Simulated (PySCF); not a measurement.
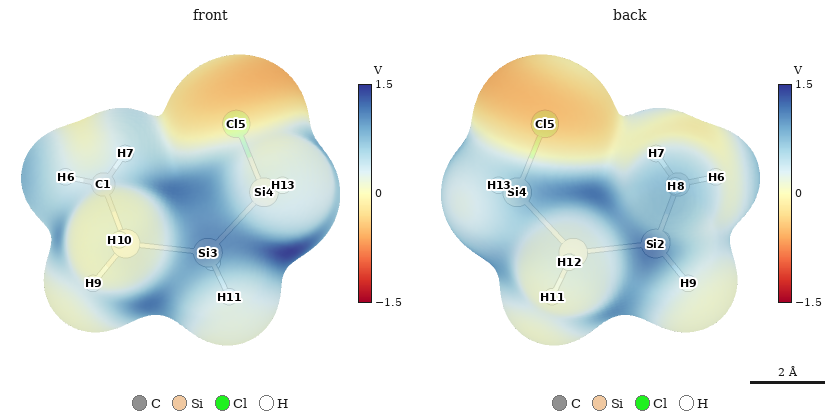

Figure. CH₈ClSi₃ (SMILES C[SiH2][SiH2][SiH]Cl) (doublet). The molecular electrostatic potential painted on the density surface at 0.002 e/bohr³, seen from the front and from behind; the colour scale runs from red (negative) to blue (positive).

Geometry: GFN2-xTB.

Computed with PySCF, UKS B3LYP, pcH-1 on C Cl H Si, non-relativistic, mean-field spin-orbit, GIAO.

```xyz
13

C    -1.7329    0.9226    0.0842
Si   -1.1123   -0.8630    0.2656
Si    1.0126   -0.9630   -0.6859
Si    2.6888    0.4560   -0.0144
Cl    1.9905    2.3751    0.2547
H    -2.7065    1.0605    0.5452
H    -1.0476    1.6240    0.5523
H    -1.8228    1.2057   -0.9612
H    -2.1172   -1.7594   -0.3295
H    -1.0649   -1.1925    1.7003
H     1.6005   -2.3050   -0.5349
H     0.9101   -0.7857   -2.1478
H     3.3973    0.2252    1.2537
```

> Where is the surface potential most negative and most positive?

The most negative region (about −0.5 V) lies over Cl5, the most positive (about +1.4 V) over Si4.
